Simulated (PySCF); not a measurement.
**Run report: C5H12N, EPR calculation**

System: C5H12N, multiplicity 2.
Method: UKS B3LYP, pcH-1 on C H N, non-relativistic, mean-field spin-orbit, GIAO (PySCF 2.14.0).

It belongs to a series of runs on one base structure; here: H removed from sp3 C.

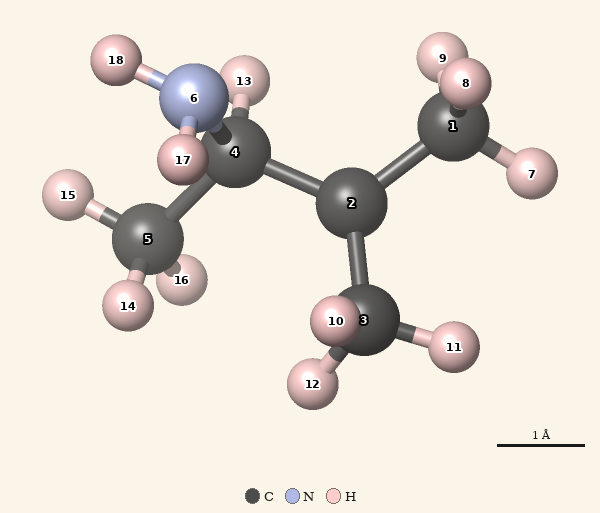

Figure 1. The structure (ball-and-stick view, seen on its broad side; atoms are numbered from 1 in the order of the input).

## Summary

- outcome: converged
- total energy: −252.481900 hartree
- ⟨S²⟩: 0.754
- isotropic g: 2.0026
- hardware: 1 CPU thread, shared host
- wall time: 52 s
- peak memory: 0.97 GiB

## Input file
```
{"job": {"kind": "epr", "basis": "pcH-1"}, "charge": 0, "multiplicity": 2}
C     -1.766877    -0.973051     0.534707
C     -0.727174    -0.046435     0.021141
C     -0.979538     1.417455     0.081243
C      0.653243    -0.578226    -0.192564
C      1.442621     0.199163    -1.258310
N      1.359731    -0.623296     1.100177
H     -2.766048    -0.623595     0.274585
H     -1.721004    -1.049312     1.628041
H     -1.625973    -1.977479     0.138994
H     -0.531057     1.869638     0.975236
H     -2.048481     1.616758     0.116464
H     -0.559696     1.935064    -0.781857
H      0.574220    -1.624950    -0.516931
H      1.652216     1.211969    -0.919653
H      2.391534    -0.298624    -1.453207
H      0.880958     0.247727    -2.187981
H      1.475520     0.320868     1.455033
H      2.287044    -1.017355     0.973227
```

The first line tells a small driver script what to run in PySCF; the rest is the geometry in Å.

Run as:
```bash
OMP_NUM_THREADS=1 python <driver script> task.json out
```

## Log
```
UKS, coarse grid
  cycle   1  E = -252.40093742  |g| = 3.96e-01
  cycle   2  E = -252.36769273  |g| = 4.87e-01
  cycle   3  E = -252.48102868  |g| = 4.34e-02
  cycle   4  E = -252.48153577  |g| = 2.79e-02
  cycle   5  E = -252.48187424  |g| = 5.38e-03
  cycle   6  E = -252.48188861  |g| = 1.88e-03
  cycle   7  E = -252.48189071  |g| = 9.81e-04
UKS, final grid
  cycle   1  E = -252.48189885  |g| = 1.24e-03
  cycle   2  E = -252.48189824  |g| = 1.71e-03
  cycle   3  E = -252.48189958  |g| = 9.29e-05
  cycle   4  E = -252.48189959  |g| = 4.54e-05
  cycle   5  E = -252.48189959  |g| = 1.44e-05
E = -252.48189959 Eh   <S^2> = 0.7539 (exact 0.7500)
g shifts (ppm)      1          2          3
  rmc          -147       -147       -147
  gc             -6         39         30
  oz_so          11        534        726
  total        -142        426        609
hyperfine (MHz)  atom isotope    a_iso     a_fc   dipolar eigenvalues
    0   13C     -31.68     -31.68     -1.99     -0.75      2.74
    1   13C     111.48     111.48    -80.92    -80.78    161.70
    2   13C     -31.56     -31.56     -1.97     -0.65      2.62
    3   13C     -22.87     -22.87     -1.48     -0.71      2.19
    4   13C       8.17       8.17     -1.68     -1.53      3.21
    5   14N      32.91      32.91     -1.96     -1.77      3.73
    6    1H      38.18      38.18     -4.97     -4.26      9.23
    7    1H     143.61     143.61     -5.05     -3.01      8.06
    8    1H      29.29      29.29     -5.01     -4.16      9.17
    9    1H     132.01     132.01     -4.82     -3.30      8.12
   10    1H      12.30      12.30     -5.00     -3.92      8.92
   11    1H      62.38      62.38     -4.90     -4.51      9.41
   12    1H      22.29      22.29     -5.93     -4.00      9.93
   13    1H      -0.98      -0.98     -2.72     -2.12      4.83
   14    1H       2.10       2.10     -1.77     -1.47      3.25
   15    1H       0.80       0.80     -4.00     -2.73      6.73
   16    1H      -3.21      -3.21     -5.44     -1.75      7.19
   17    1H      18.55      18.55     -3.40     -1.87      5.27
```

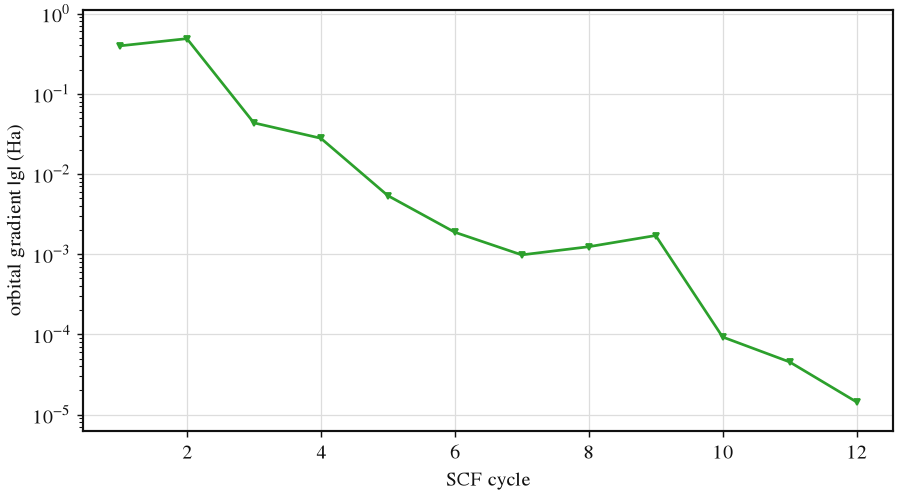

Figure 2. Convergence of the self-consistent field: orbital gradient |g| against the SCF cycle. All cycles printed in the log are drawn one after another.

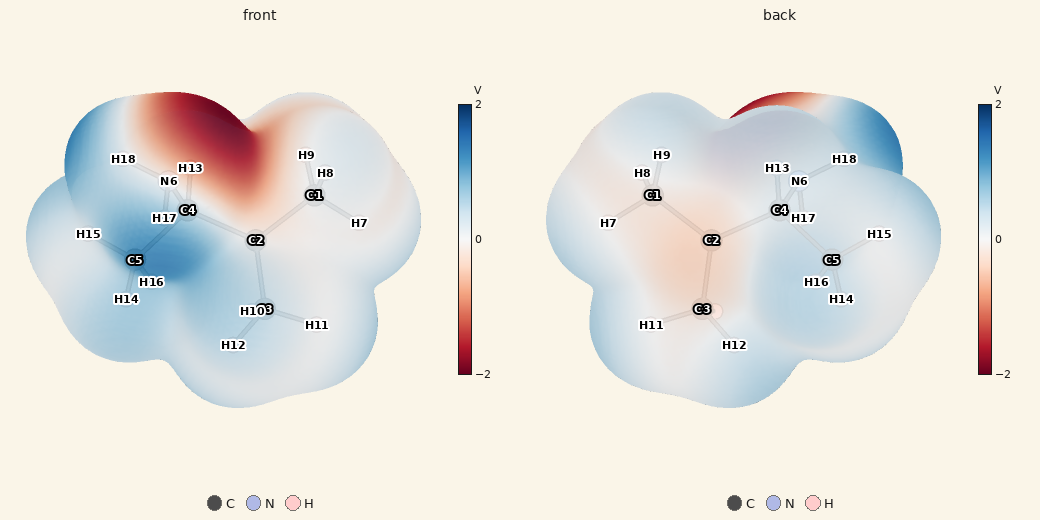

Figure 3. The electrostatic potential painted on the density surface at 0.002 e/bohr³, seen face on and from behind; red is negative and blue positive. A positive charge is drawn to the negative regions and a negative charge to the positive ones.

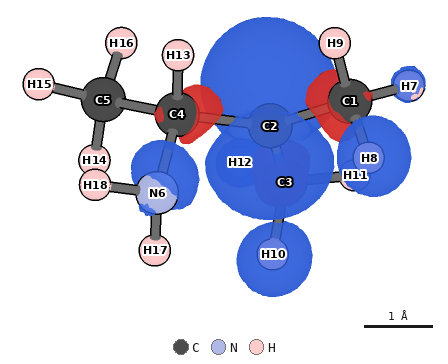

Figure 4. Isosurfaces of the spin density at +0.02 (blue) and −0.02 e/Å³ (red), seen from the side. The unpaired spin (1 electron) lies mostly on C2 (about 0.6), in electrons by Hirshfeld's partition.
